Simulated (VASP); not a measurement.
Band structure of KI (rock salt). Method: modified Becke-Johnson potential (mBJ) with spin-orbit coupling, VASP's PBE PAW potentials (set 64) (plane waves; VASP).

mBJ is a potential without an energy functional, so only the levels count.

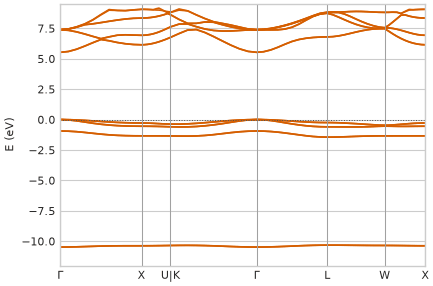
*Bands along high-symmetry lines, zero at the valence-band maximum or, without a gap, the Fermi level*

### Question
Read the plot: is there a gap, and where are the band edges?

### Answer
The gap is direct, 5.53 eV, from the valence maximum at Γ to the conduction minimum at Γ.

Measured: gap 6.10 eV (computed value off by -0.57 eV), as given by Aguado et al., (1998), arXiv:cond-mat/9809176.

The compound is KI in the rock salt structure. It was relaxed first. The cell's shape comes from a PBE relaxation.
